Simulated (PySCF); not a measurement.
Sn(H)2(NH2)2, SMILES [NH2][SnH2][NH2], singlet at its CAM-B3LYP/def2-SVP optimised geometry (Å):

```
9

Sn    -1.0042    -0.3789     0.0000
N      1.0269    -0.3789     0.0000
N     -1.7064    -1.4359    -1.5972
H     -1.5576    -1.2288     1.3735
H     -1.4560     1.2765     0.0000
H      1.4495    -1.2765    -0.2274
H      1.4560     0.3326    -0.5871
H     -2.6235    -1.8569    -1.4659
H     -1.7021    -0.9526    -2.4924
```

Calculation: CAM-B3LYP/def2-TZVP, def2 effective core potentials past Kr (PySCF). The core electrons that the potentials of Sn replace are not part of the density. Cells within 0.4 Å of a nucleus heavier than hydrogen are left out (blank, or x).

Map of the electron localisation function on the plane z = 0.0 Å:

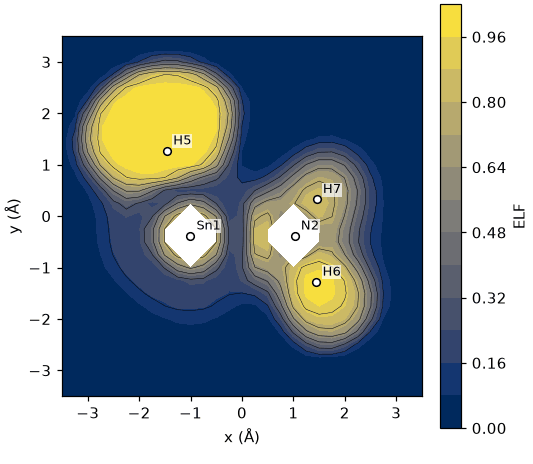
Electron localisation function on the plane z = 0.0 Å.
